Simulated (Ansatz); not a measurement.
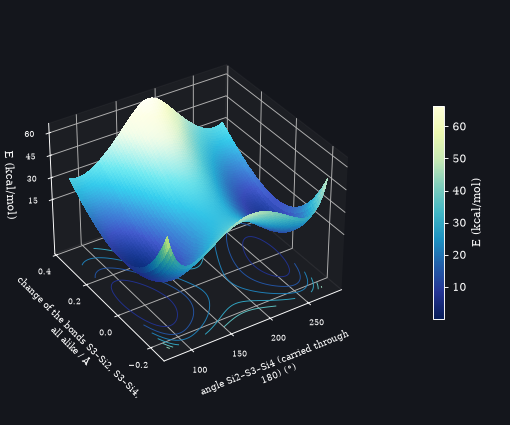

Energy landscape of F₃H₃SSi₂, SMILES F[SiH2]S[SiH](F)F. Coordinates scanned: (1) angle Si2–S3–Si4 (carried through 180); (2) change of the bonds S3–Si2, S3–Si4, all alike. Nothing is relaxed (all other coordinates rigid). The grid has 11 × 11 points. Points are written as (first, second). All energies are given in kcal/mol relative to the relaxed molecule at the same level. These are results of RKS PBE-D4/def2-SVP (Ansatz), not measurements.

In the figure: a relief with its contours projected below. Between grid points the surface is interpolated. 

Where are the wells?

The lowest grid point is at (100.3°, 0.004 Å), 0.07 kcal/mol from the relaxed molecule at the same level. There is a further well near (259.7°, 0.004 Å) (2.3 kcal/mol above the lowest at that grid point). The highest grid point, (180.0°, 0.365 Å), lies 66.1 kcal/mol above the lowest. On the interpolated surface the easiest way out of the lowest well to the well at (259.7°, 0.004 Å) passes a barrier of about 26 kcal/mol. Round the minimum the valley is somewhat tilted: raising the first coordinate shifts the best value of the second coordinate downwards (coupling k₁₂/√(k₁₁k₂₂) about 0.2).

The values on the grid:

| second ↓, first → | 80.4 | 100.3 | 120.2 | 140.1 | 160.1 | 180.0 | 199.9 | 219.9 | 239.8 | 259.7 | 279.6 |
| --- | --- | --- | --- | --- | --- | --- | --- | --- | --- | --- | --- |
| 0.365 | 30.8 | 30.3 | 36.6 | 46.6 | 58.5 | 66.2 | 61.2 | 49.7 | 39.1 | 32.3 | 33.1 |
| 0.305 | 24.2 | 23.0 | 29.2 | 39.2 | 50.7 | 57.7 | 53.4 | 42.4 | 31.8 | 25.0 | 26.6 |
| 0.245 | 18.4 | 16.1 | 22.3 | 32.2 | 43.2 | 49.6 | 45.8 | 35.4 | 25.0 | 18.2 | 20.8 |
| 0.185 | 13.6 | 10.0 | 16.1 | 25.8 | 36.3 | 42.1 | 38.8 | 29.1 | 18.9 | 12.2 | 15.9 |
| 0.125 | 10.0 | 5.1 | 10.9 | 20.4 | 30.3 | 35.7 | 32.8 | 23.7 | 13.8 | 7.3 | 12.4 |
| 0.064 | 8.3 | 1.5 | 7.0 | 16.2 | 25.5 | 30.5 | 27.9 | 19.4 | 9.9 | 3.8 | 10.5 |
| 0.004 | 8.9 | 0.1 | 5.0 | 13.8 | 22.6 | 27.2 | 24.9 | 17.0 | 8.0 | 2.4 | 10.9 |
| −0.056 | 12.7 | 1.2 | 5.5 | 13.9 | 22.1 | 26.3 | 24.2 | 17.0 | 8.5 | 3.5 | 14.3 |
| −0.116 | 20.3 | 5.7 | 9.3 | 17.0 | 24.6 | 28.5 | 26.7 | 20.1 | 12.2 | 7.9 | 21.4 |
| −0.176 | 33.0 | 14.4 | 17.1 | 24.2 | 31.2 | 34.8 | 33.1 | 27.1 | 19.9 | 16.6 | 33.2 |
| −0.236 | 52.0 | 28.6 | 30.2 | 36.6 | 42.9 | 46.1 | 44.7 | 39.3 | 32.9 | 30.6 | 51.0 |

Each point was launched as `ansatz run input.yaml --threads 1 --pin off --max-ram 2560MiB --backend cpu --events-out ev --progress --plain --runs-dir out`. Time for the 121 points that were run: 15 min on 1 thread of Arm Neoverse V1, on a shared host.
